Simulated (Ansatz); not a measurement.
# linear Tc chain: period, moment and channels by functional

Aim: how far do the period, the moment and the conductance of the linear Tc chain depend on the functional, the datasets and spin-orbit coupling, and at what cost?

Main program and level: Ansatz 0.2.0; DFT PBE, plane waves, PAW; relaxation of a chain's period, in the first sound run; inputs show where later runs differ.

### Step 1. The starting structure

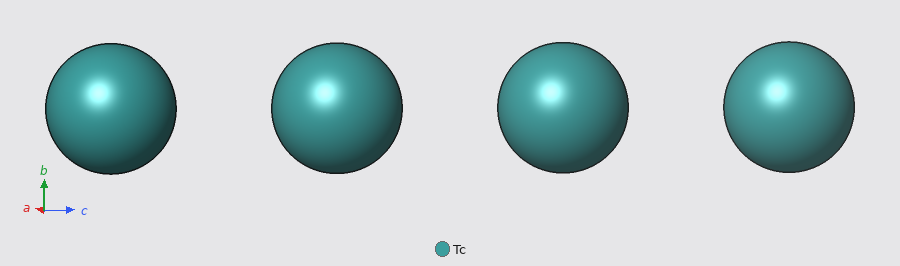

The starting structure, seen from the side, with the c axis across the page (technetium teal). 1×1×3 cells are drawn. Some periodic images of atoms are drawn too.

The cell holds 1 atom: 1 Tc. Its edges and angles: a = 7.500 Å, b = 7.500 Å, c = 2.734 Å, α = 90.0°, β = 90.0°, γ = 90.0°. Vacuum lies along a and b. The structure's axis is c.

### Step 2. Relaxation of atoms and period, level PBE, cutoff 500 eV

Band widths follow the bond lengths, so the chain is relaxed first. The atoms and the third cell vector are free; the box across stays fixed as vacuum. Moments are seeded so that a magnetic state can form if it lies lower. A Fermi-Dirac smearing is set since the result may be a metal. The pressure printed is a third of the stress's trace over the whole box, vacuum included; only the stress along the axis is relaxed.

The input, input.yaml:

```yaml
crystal:
  lattice:
    - [7.5, 0.0, 0.0]
    - [0.0, 7.5, 0.0]
    - [0.0, 0.0, 2.7342]
  atoms:
    - { symbol: Tc, position: [0.5, 0.5, 0.0], spin: 2.0 }
magnetization:
  spin_polarized: true
kpoints:
  mp_grid: { grid: [1, 1, 30] }
scf:
  occupations: { method: fermi_dirac, width: 0.05 }
hamiltonian:
  xc: pbe
relax:
  cell: { fix: [a, b, alpha, beta, gamma] }
  max_steps: 60
```

Run with:

```sh
> ansatz run input.yaml --threads 4 --pin off --max-ram 8192MiB --backend cpu --events-out ev --progress --plain --runs-dir out
```

Numbers of over 12 decimals in the logs are rounded to 6 here.

Log:

```text
Engine: ansatz 0.2.0, aarch64-unknown-linux-gnu
Pseudopotentials: kind: paw
Pseudopotential: Tc, paw, valence charge 15, recommended cutoff 500 eV (normal), Tc.paw.azcp
Functional definition: PBE
  parameter kappa = 0.804
  parameter beta = 0.066725
  exchange = pbe_x(kappa = kappa, mu = beta*pi^2/3)
  correlation = pbe_c(beta = beta)
Crystal: 1 atoms, lattice volume = 153.799 Å³
Basis set: ecut = 500 eV, 3865 PW (Γ), exchange–correlation on 120×120×40 points (8 copies of the dense FFT grid, shifted against one another)
Bands: 13, of which v1, the nominal top of the filled ones, is band 8 counted from 1 (7 counted from 0)
Symmetry: 16 space group operations
Space group: P4/mmm (ITA 123), of the structure as read, at distance tolerance 5.4e-5 Å
Magnetic group: BNS 123.339 (UNI 999), of the structure as read, at distance tolerance 5.4e-5 Å
k-points: 16 of 30
Non-local potential: Tc, projectors of the file, l = 0: 3, l = 1: 3, l = 2: 2, l = 3: 2
PAW form: soft (Blöchl's): semilocal exchange-correlation on the pseudo side does not see the compensation charge
PAW one-centre angular grid: Tc, 590 points (default); XC on 64 Gauss nodes
Initial density: superposition of atomic densities (neutral atoms: chi_scale 0, normalization atom)
Starting moments: Σ|m| = 2 μB on 1 of 1 site
Initial wavefunctions: pseudopotential atomic-orbital guess
Functional: x = pbe(κ = 0.804, μ = 0.219515), c = pbe(β = 0.066725)
SCF iter   1: F=—  HF=-5392.503213 eV  |F-HF|=—  |Δ(HF+E_count)|=         —  Δρ=1.87e-2 (↑1.80e-2 ↓1.87e-2)  dr2=1.32e0  dr2_m=3.32e-1  M=2.543 μB ∫|m|=2.543 μB  β_m=0.30  ethr=3.10e-3  ⟨swp⟩=5.4  Hψ=2221  notcnv=0
Mixer restart at iter 1: flushing history
preconditioner: auto → LDOS  [metal: Δε(μ)=0.048 eV  Ē_g=4.677 eV  σ=0.050 eV  W_gap=0.23  n_scr=12 (ndim 8)  ℏωp=7.9 eV  f_vac=0.616  D(μ)=4.49/eV (n_scr^D=20)]
spin=Collinear: LDOS preconditioning applied to the charge; magnetization (m = ρ↑ − ρ↓) channel mixes plain (no charge-response kernel on spin).
SCF iter   2: F=—  HF=-5392.638199 eV  |F-HF|=—  |Δ(HF+E_count)|=   1.35e-1  Δρ=1.34e-2 (↑1.32e-2 ↓1.34e-2)  dr2=6.84e-1  dr2_m=1.81e-1  M=2.677 μB ∫|m|=2.677 μB  β_m=0.65  ethr=3.10e-3  ⟨swp⟩=2.2  Hψ=845  notcnv=0  defer=2
SCF iter   3: F=—  HF=-5392.862804 eV  |F-HF|=—  |Δ(HF+E_count)|=   2.25e-1  Δρ=5.85e-3 (↑5.85e-3 ↓5.17e-3)  dr2=5.83e-2  dr2_m=3.42e-2  M=3.222 μB ∫|m|=3.222 μB  β_m=0.82  ethr=3.10e-3  ⟨swp⟩=3.1  Hψ=814  notcnv=0  defer=2
SCF iter   4: F=—  HF=-5392.981333 eV  |F-HF|=—  |Δ(HF+E_count)|=         —  Δρ=4.99e-3 (↑4.99e-3 ↓4.05e-3)  dr2=1.52e-2  dr2_m=2.53e-2  M=3.696 μB ∫|m|=3.696 μB  β_m=0.82  ethr=3.88e-4  ⟨swp⟩=3.2  Hψ=1046  notcnv=0  defer=4
Mixer restart at iter 4: flushing history
SCF iter   5: F=—  HF=-5392.981420 eV  |F-HF|=—  |Δ(HF+E_count)|=   8.69e-5  Δρ=1.87e-3 (↑1.87e-3 ↓1.24e-3)  dr2=2.52e-3  dr2_m=3.16e-3  M=3.744 μB ∫|m|=3.744 μB  β_m=0.91  ethr=1.02e-4  ⟨swp⟩=2.1  Hψ=765  notcnv=0  defer=5
SCF iter   6: F=—  HF=-5392.981896 eV  |F-HF|=—  |Δ(HF+E_count)|=   4.76e-4  Δρ=5.56e-4 (↑5.56e-4 ↓2.54e-4)  dr2=6.67e-4  dr2_m=1.64e-4  M=3.787 μB ∫|m|=3.787 μB  β_m=0.91  ethr=1.68e-5  ⟨swp⟩=2.5  Hψ=721  notcnv=0  defer=5
SCF iter   7: F=—  HF=-5392.981859 eV  |F-HF|=—  |Δ(HF+E_count)|=   3.69e-5  Δρ=1.41e-4 (↑1.41e-4 ↓1.24e-4)  dr2=2.55e-5  dr2_m=1.62e-5  M=3.790 μB ∫|m|=3.790 μB  β_m=0.95  ethr=4.45e-6  ⟨swp⟩=2.6  Hψ=770  notcnv=0  defer=5
SCF iter   8: F=—  HF=-5392.981872 eV  |F-HF|=—  |Δ(HF+E_count)|=   1.33e-5  Δρ=3.01e-5 (↑2.63e-5 ↓3.01e-5)  dr2=3.32e-6  dr2_m=9.36e-8  M=3.790 μB ∫|m|=3.790 μB  β_m=0.96  ethr=1.70e-7  ⟨swp⟩=2.5  Hψ=771  notcnv=0  defer=5
SCF iter   9: F=—  HF=-5392.981874 eV  |F-HF|=—  |Δ(HF+E_count)|=   1.68e-6  Δρ=4.33e-6 (↑4.33e-6 ↓4.16e-6)  dr2=9.06e-8  dr2_m=1.93e-9  M=3.790 μB ∫|m|=3.790 μB  β_m=0.98  ethr=2.21e-8  ⟨swp⟩=2.2  Hψ=666  notcnv=0  defer=5
SCF iter  10: F=-5392.981874 eV  HF=-5392.981874 eV  |F-HF|=5.60e-9  |Δ(HF+E_count)|=   7.83e-8  Δρ=8.29e-7 (↑8.29e-7 ↓7.34e-7)  dr2=1.02e-9  dr2_m=3.44e-10  M=3.790 μB ∫|m|=3.790 μB  ethr=6.04e-10  ⟨swp⟩=2.2  Hψ=1349  notcnv=0
SCF 1 converged in 10 iterations: F = -5392.981874 eV  dr2 = 1.02e-9
  greatest PAW one-centre occupation: 0.989 electrons in one spin orbital (limit 2), on the Tc atom at site 0 (counted from 0), in its partial waves of l = 0
relax step   1: F+E_penalty+E_count = -5392.98187421 eV  Δ(F+E_penalty+E_count) = +0.000e0 eV  max|allowed force component| = 0.000e0 eV/Å  Δτ_max = 0.0000 Å  P = -1.375 GPa  Ω = 153.799 Å³  fix = [a, b, alpha, beta, gamma]  reactions: a -0.162, b -0.162 GPa  (10 SCF iters, dr2 threshold 1.00e-7 eV, accepted)
Crystal: 1 atoms, lattice volume = 146.301 Å³
Basis set: ecut = 500 eV, 3745 PW (Γ), exchange–correlation on 120×120×40 points (8 copies of the dense FFT grid, shifted against one another)
Initial density: handed on by an earlier stage of this run
Starting moments: Σ|m| = 2 μB on 1 of 1 site; this step starts from the density that it was given
Initial wavefunctions: those handed on with the density
iter 1 solved again at ethr=9.85e-5 eV; its pass at ethr=3.10e-3 eV (dr2=1.48e-2 eV) is discarded
SCF iter   1: F=—  HF=-5393.183453 eV  |F-HF|=—  |Δ(HF+E_count)|=         —  Δρ=6.93e-3 (↑6.93e-3 ↓4.85e-3)  dr2=1.56e-2  dr2_m=4.16e-2  M=3.401 μB ∫|m|=3.401 μB  β_m=0.30  ethr=9.85e-5  ⟨swp⟩=1.0  Hψ=2904  notcnv=0
preconditioner: auto → LDOS  [metal: Δε(μ)=0.011 eV  Ē_g=5.028 eV  σ=0.050 eV  W_gap=0.05  n_scr=12 (ndim 8)  ℏωp=8.1 eV  f_vac=0.658  D(μ)=2.48/eV (n_scr^D=12)]
spin=Collinear: LDOS preconditioning applied to the charge; magnetization (m = ρ↑ − ρ↓) channel mixes plain (no charge-response kernel on spin).
SCF iter   2: F=—  HF=-5393.175071 eV  |F-HF|=—  |Δ(HF+E_count)|=   8.38e-3  Δρ=4.94e-3 (↑4.94e-3 ↓3.61e-3)  dr2=6.89e-3  dr2_m=2.21e-2  M=3.386 μB ∫|m|=3.386 μB  β_m=0.65  ethr=9.85e-5  ⟨swp⟩=2.1  Hψ=530  notcnv=0
SCF iter   3: F=—  HF=-5393.168501 eV  |F-HF|=—  |Δ(HF+E_count)|=   6.57e-3  Δρ=6.81e-4 (↑6.81e-4 ↓5.22e-4)  dr2=1.74e-4  dr2_m=4.15e-4  M=3.321 μB ∫|m|=3.322 μB  β_m=0.76  ethr=4.59e-5  ⟨swp⟩=2.5  Hψ=811  notcnv=0
SCF iter   4: F=—  HF=-5393.168884 eV  |F-HF|=—  |Δ(HF+E_count)|=   3.82e-4  Δρ=1.62e-4 (↑1.62e-4 ↓1.30e-4)  dr2=2.03e-5  dr2_m=2.11e-5  M=3.300 μB ∫|m|=3.300 μB  β_m=0.88  ethr=1.16e-6  ⟨swp⟩=2.8  Hψ=818  notcnv=0
SCF iter   5: F=—  HF=-5393.168969 eV  |F-HF|=—  |Δ(HF+E_count)|=   8.49e-5  Δρ=4.19e-5 (↑4.19e-5 ↓2.56e-5)  dr2=3.10e-6  dr2_m=1.35e-6  M=3.287 μB ∫|m|=3.287 μB  β_m=0.94  ethr=1.35e-7  ⟨swp⟩=2.4  Hψ=749  notcnv=0
[...]
relax step   5: F+E_penalty+E_count = -5393.75779309 eV  Δ(F+E_penalty+E_count) = -1.870e-1 eV  max|allowed force component| = 0.000e0 eV/Å  Δτ_max = 0.0000 Å  P = -0.800 GPa  Ω = 123.808 Å³  energy of the carried Pulay correction = +2.620e-4 eV  fix = [a, b, alpha, beta, gamma]  reactions: a -0.237, b -0.237 GPa  (12 SCF iters, dr2 threshold 1.00e-7 eV, accepted)
[...]
relax step   6: F+E_penalty+E_count = -5393.64257566 eV  Δ(F+E_penalty+E_count) = +1.152e-1 eV  max|allowed force component| = 0.000e0 eV/Å  Δτ_max = 0.0000 Å  P = +2.434 GPa  Ω = 116.450 Å³  energy of the carried Pulay correction = +3.301e-4 eV  fix = [a, b, alpha, beta, gamma]  (8 SCF iters, dr2 threshold 1.00e-7 eV, rejected (line search))
[...]
relax step   7: F+E_penalty+E_count = -5393.76848674 eV  Δ(F+E_penalty+E_count) = -1.069e-2 eV  max|allowed force component| = 0.000e0 eV/Å  Δτ_max = 0.0000 Å  P = -0.287 GPa  Ω = 122.347 Å³  energy of the carried Pulay correction = +2.753e-4 eV  fix = [a, b, alpha, beta, gamma]  reactions: a -0.239, b -0.239 GPa  (10 SCF iters, accepted)
[...]
relax step   8: F+E_penalty+E_count = -5393.76889712 eV  Δ(F+E_penalty+E_count) = -4.104e-4 eV  max|allowed force component| = 0.000e0 eV/Å  Δτ_max = 0.0000 Å  P = -0.150 GPa  Ω = 121.983 Å³  energy of the carried Pulay correction = +2.787e-4 eV  fix = [a, b, alpha, beta, gamma]  reactions: a -0.239, b -0.239 GPa  (7 SCF iters, dr2 threshold 1.00e-7 eV, accepted)
Basis set: ecut = 500 eV, 3055 PW (Γ), exchange–correlation on 120×120×32 points (8 copies of the dense FFT grid, shifted against one another)
Initial wavefunctions: pseudopotential atomic-orbital guess (no wavefunctions were taken with the density)
iter 1 solved again at ethr=1.52e-7 eV; its pass at ethr=3.10e-3 eV (dr2=2.29e-5 eV) is discarded
SCF iter   1: F=—  HF=-5393.768489 eV  |F-HF|=—  |Δ(HF+E_count)|=         —  Δρ=5.55e-5 (↑5.54e-5 ↓5.55e-5)  dr2=3.67e-6  dr2_m=1.40e-11  M=0.000 μB ∫|m|=0.000 μB  β_m=0.65  ethr=1.52e-7  ⟨swp⟩=3.6  Hψ=3640  notcnv=0
preconditioner: auto → Resta (q_TF=auto, 1.924 Å⁻¹)  ε∞=2.9  [insulator: Δε(μ)=0.217 eV  Ē_g=6.377 eV  σ=0.050 eV  W_gap=0.73  n_scr=20 (ndim 8)  ℏωp=8.9 eV  f_vac=0.660  D(μ)=1.50/eV (n_scr^D=8)  ε∞_Penn≈2.9  vacuum switching on, ρ_ref=2.9e-3 e/Å³]
spin=Collinear: Resta preconditioning applied to the charge; magnetization (m = ρ↑ − ρ↓) channel mixes plain (no charge-response kernel on spin).
SCF iter   2: F=—  HF=-5393.768491 eV  |F-HF|=—  |Δ(HF+E_count)|=   2.00e-6  Δρ=2.11e-5 (↑2.11e-5 ↓2.10e-5)  dr2=5.03e-7  dr2_m=6.14e-12  M=0.000 μB ∫|m|=0.000 μB  β_m=0.45  ethr=2.44e-8  ⟨swp⟩=2.9  Hψ=664  notcnv=0
SCF iter   3: F=—  HF=-5393.768493 eV  |F-HF|=—  |Δ(HF+E_count)|=   2.25e-6  Δρ=1.43e-5 (↑1.43e-5 ↓1.43e-5)  dr2=1.93e-7  dr2_m=4.33e-12  M=0.000 μB ∫|m|=0.000 μB  β_m=0.72  ethr=3.35e-9  ⟨swp⟩=2.4  Hψ=572  notcnv=0
SCF iter   4: F=—  HF=-5393.768496 eV  |F-HF|=—  |Δ(HF+E_count)|=   2.50e-6  Δρ=3.99e-6 (↑3.99e-6 ↓3.95e-6)  dr2=9.54e-8  dr2_m=1.06e-12  M=0.000 μB ∫|m|=0.000 μB  β_m=0.86  ethr=1.29e-9  ⟨swp⟩=2.7  Hψ=654  notcnv=0
SCF iter   5: F=—  HF=-5393.768496 eV  |F-HF|=—  |Δ(HF+E_count)|=   3.08e-7  Δρ=7.37e-7 (↑7.32e-7 ↓7.37e-7)  dr2=2.84e-9  dr2_m=4.80e-14  M=0.000 μB ∫|m|=0.000 μB  β_m=0.93  ethr=6.36e-10  ⟨swp⟩=2.1  Hψ=632  notcnv=0
SCF iter   6: F=—  HF=-5393.768496 eV  |F-HF|=—  |Δ(HF+E_count)|=   1.24e-8  Δρ=1.02e-7 (↑9.89e-8 ↓1.02e-7)  dr2=5.30e-11  dr2_m=1.15e-14  M=0.000 μB ∫|m|=0.000 μB  β_m=0.97  ethr=1.89e-11  ⟨swp⟩=2.0  Hψ=614  notcnv=0
SCF iter   7: F=—  HF=-5393.768496 eV  |F-HF|=—  |Δ(HF+E_count)|=   1.20e-7  Δρ=6.38e-8 (↑6.36e-8 ↓6.38e-8)  dr2=8.09e-12  dr2_m=2.97e-15  M=0.000 μB ∫|m|=0.000 μB  β_m=0.89  ethr=1.00e-12  ⟨swp⟩=2.5  Hψ=656  notcnv=0
SCF iter   8: F=—  HF=-5393.768496 eV  |F-HF|=—  |Δ(HF+E_count)|=  4.55e-12  Δρ=2.55e-8 (↑2.55e-8 ↓2.47e-8)  dr2=1.30e-12  dr2_m=9.80e-16  M=0.000 μB ∫|m|=0.000 μB  β_m=0.95  ethr=1.00e-12  ⟨swp⟩=1.0  Hψ=416  notcnv=0
SCF iter   9: F=-5393.768496 eV  HF=-5393.768496 eV  |F-HF|=3.64e-12  |Δ(HF+E_count)|=  1.09e-11  Δρ=6.03e-9 (↑6.03e-9 ↓5.83e-9)  dr2=2.57e-13  dr2_m=2.82e-17  M=0.000 μB ∫|m|=0.000 μB  ethr=1.00e-12  ⟨swp⟩=4.1  Hψ=1558  notcnv=0
the starting moments were not kept: the SCF closed with an absolute magnetisation of 1.4e-8 μB, where they sum to 2 μB in size (1 site). That is at most 0.1 of that sum. Measured as dr2_m measures the in/out step, that magnetisation stands 7.5e-17 eV from none, at or under the dr2_threshold of 1.0e-11 eV: it is no larger than a step whose dr2_m would equal this threshold.
SCF 9 converged in 9 iterations: F = -5393.768496 eV  dr2 = 2.57e-13
relax step   9: F+E_penalty+E_count = -5393.76849589 eV  Δ(F+E_penalty+E_count) = +4.012e-4 eV  max|allowed force component| = 0.000e0 eV/Å  Δτ_max = 0.0000 Å  P = -0.149 GPa  Ω = 121.983 Å³  fix = [a, b, alpha, beta, gamma]  reactions: a -0.238, b -0.238 GPa  stress off target by 3.04e-2 GPa on what of the cell is left free  SCF on the basis re-selected at this cell (its energy is not comparable with the rows above)  (9 SCF iters)
basis re-selected at this cell: Δ(F+E_penalty+E_count) = +4.012e-4 eV, ΔP = +0.001 GPa vs the last step (what re-selecting the basis moved, of the pressure what is left beyond the Pulay correction that the steps carried, after the strain that the cell walked since its last selection, with what the two solves' SCF thresholds leave and, on support functions, any second-order correction that the steps lacked; it is no measure of the basis error at this ecutwfc). The dense FFT grid was sized anew with the basis: this SCF ran on 60×60×16 points, the steps before it on 60×60×20, so part of this shift can come from that change (see relax.cell in the input reference). [rest of the remark cut]
SCF converged after 9 iterations
Magnetization: 0.0000 μB (7.5000 up, 7.5000 down)
Absolute magnetization: 0.0000 μB (∫|ρ↑−ρ↓|, with the PAW one-centre terms)
Spin contamination: 0.0000 ħ² per cell (⟨S²⟩ above its minimum at these occupations)
Per-site moments (μB) at R_I (Å): [(8.319963193744027e-9, 0.894539)]
Free energy (F): -5393.768496 eV
Harris-Foulkes:  -5393.768496 eV  (|F-HF|=3.64e-12)
Internal energy: -5393.755584 eV  (E = F + TS)
E sigma→0 (E₀):  -5393.762040 eV
Entropy (-TS):   -0.012912 eV (-12.912 meV/atom)
Fermi energy:    -1.607522 eV
--- Per-component energies (eV) ---
  E_band       = -403.009602
  E_kinetic    = 627.336418
  E_local      = -4125.081463  (includes V_loc(G=0)·N_el)
  E_nonlocal   = 286.942948
  E_hartree    = 1609.370681
  E_xc         = -236.427212
  E_vxc        = -290.621785  (∫ρ·V_xc dr)
  E_paw        = -3278.554655  (= ΣΔE_a)
  E_vpaw       = -120.327090  (= ΣTr[D̂ρ^β])
  E_aug_tail   = -0.000029  (compensation charges beyond the density's cutoff)
  E_ewald      = -277.342272
  E_smearing   = -0.012912  (= −TS)
  E_closure    = 0.000000  (closes the sum)
  Σ components = -5393.768496   (vs F -5393.768496, Δ=0.00e0)
--- Forces (eV/Å), atoms counted from 1 ---
  atom   1  Tc     0.00000000    -0.00000000     0.00000000
  max |Σ_I F_I| component: 1.64e-28 eV/Å
--- Stress (GPa, compression-positive) ---
       -0.238345       0.000000       0.000000
        0.000000      -0.238345       0.000000
        0.000000       0.000000       0.030437
  P = ⅓ Tr σ = -0.1488 GPa (-1.488 kbar)
--- Relaxed structure (8 steps of the walk, 7 accepted, 1 SCFs on fresh bases) ---
  F+E_penalty+E_count = -5393.76849589 eV   max|allowed force component| = 0.000e0 eV/Å   (the final SCF, on the basis selected at the relaxed cell)
  cell:  # Å, volume = 121.9826 Å³
    - [7.5, 0.0, 0.0]
    - [0.0, 7.5, 0.0]
    - [0.0, 0.0, 2.168580]
  atoms:
    - { symbol: Tc, position: [0.5, 0.5, 0.0] }
```

Wall time 15 s (4 threads of Arm Neoverse V1, shared host); peak memory 0.46 GiB; 56 s of CPU time.

The steps of the relaxation:

```
step  energy less that of the first step (eV)  largest force component (eV/Å)  pressure (GPa)  volume (Å³)
   1                                   0.0000                          0.0000           -1.38       153.80
   2                                  -0.1871                          0.0000           -1.55       146.30
   3                                  -0.4016                          0.0000           -1.65       138.80
   4                                  -0.5889                          0.0000           -1.09       131.31
   5                                  -0.7759                          0.0000           -0.80       123.81
   6                                  -0.6607                          0.0000            2.43       116.45
   7                                  -0.7866                          0.0000           -0.29       122.35
   8                                  -0.7870                          0.0000           -0.15       121.98
  9*                                  -0.7866                          0.0000           -0.15       121.98
```

Relaxation steps marked * repeat the geometry before them on a plane-wave basis chosen anew for their cell, so energy and pressure can jump there. Relaxation step 6 was tried and not accepted.

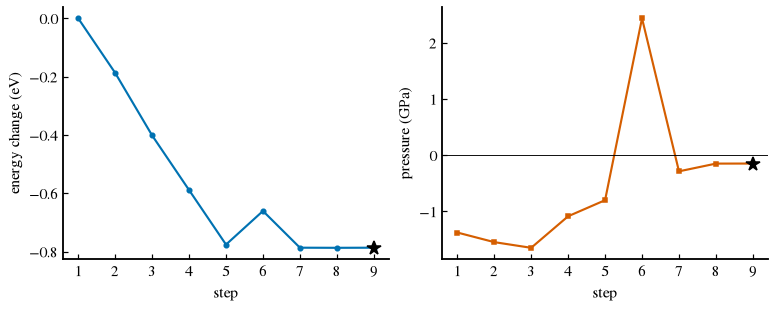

Energy and pressure along the relaxation. Stars mark steps on a basis chosen anew.

```
cell as run  before  after   change
      c (Å)   2.734  2.169  -20.7 %
```

The relaxed structure:

```xyz
1
Lattice="7.5000 0.0000 0.0000 0.0000 7.5000 0.0000 0.0000 0.0000 2.1686" Properties=species:S:1:pos:R:3
Tc    3.7500    3.7500    0.0000
```

Numbers from this step:

```
energy at zero smearing    : -5393.7620 eV
cell length along the wire : 2.169 Å
```

The cell's length comes to 2.169 Å with no moment. That is -21 % against the start, more than a small adjustment.

The cell shrank by 20.7 % in its periodic edges.

[end of part 1 of 4]

[Logs are printed without paths, hosts, clocks, repeated set-up lines and the standing remarks that a program may print on its own settings, such as how far it seeks lower states.]

[Hosts, paths, dates, database ids (printed as entryN), source tags and the programs' standing remarks are cut or masked in the printed files.]
